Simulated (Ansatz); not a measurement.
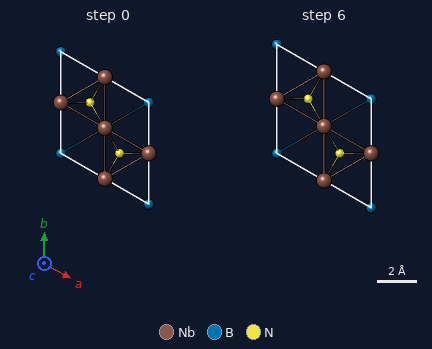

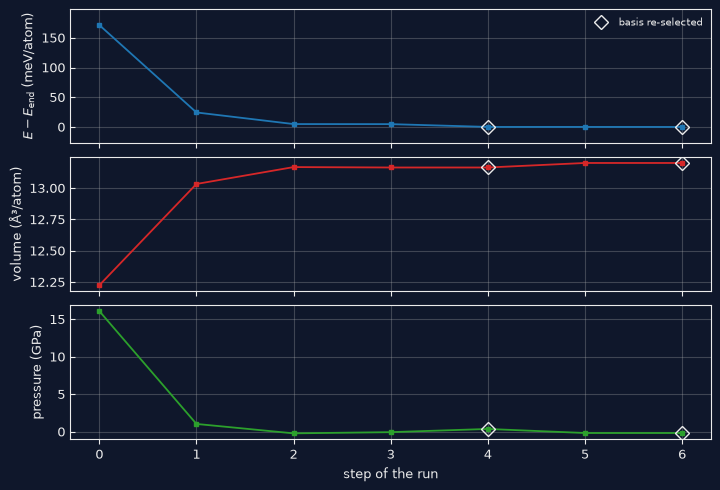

First and last geometry of a relaxation of a crystal of Nb3BN2 (a generated structure, set up in P6/mmm) (coarse preliminary run), with the history of the run. The picture is a ball-and-stick view of the cell of the calculation, seen along the c axis.

Method: DFT PBE, scalar-relativistic, plane waves, PAW (Ansatz). Set-up: plane-wave cutoff 420 eV; k-point mesh 6 × 6 × 6; occupations gaussian; smearing width 0.1 eV; no spin polarisation; cell and atoms relaxed; force threshold 0.04 eV/Å; at most 70 steps.

Did the run converge, and what did it change?

Answer. It converged. The atoms keep their places relative to the cell (all moves are under 0.005 Å). Cell: a = b 5.280 → 5.659 Å (+7.2 %), c 3.038 → 2.856 Å (−6.0 %). Volume +8.0 %. Among the contacts that change: Nb–Nb 2.640 → 2.829 Å, Nb–Nb 3.038 → 2.856 Å, B–Nb 3.046 → 3.169 Å, N–Nb 2.152 → 2.170 Å. Bond angles that change, for instance: Nb–N–Nb 89.8° → 82.3°, Nb–N–Nb 75.7° → 81.4°, Nb–N–Nb 138.5° → 135.8°. The space group stays P6/mmm (No. 191). Over 4 accepted moves (6 points after the start) the energy falls by 171 meV per atom. All forces vanish by symmetry, so only the cell relaxes. The pressure goes from 16.09 to −0.18 GPa. The SCF was repeated twice at an unchanged geometry on a basis and grid sized afresh for the cell, which shifted the energy by 4.7 meV per atom at most.
